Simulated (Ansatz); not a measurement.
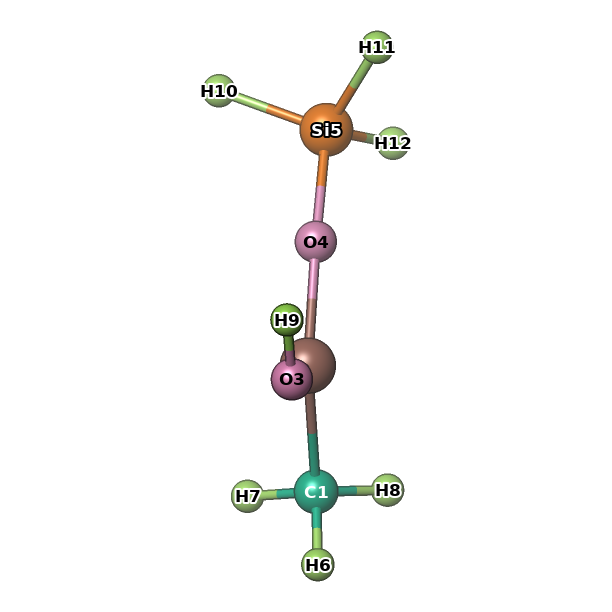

Al2 lies behind O3. The molecule seen nearly along the O3–Al2 bond, O3 in front. Atoms fade into the background with distance from the viewer. The computed structure is the end point of a PBE0-D4/def2-TZVP optimisation.

> What is the torsion angle H9–O3–Al2–O4? The sign is positive where the front bond must turn clockwise to cover the back bond.

0°, synperiplanar (eclipsed).
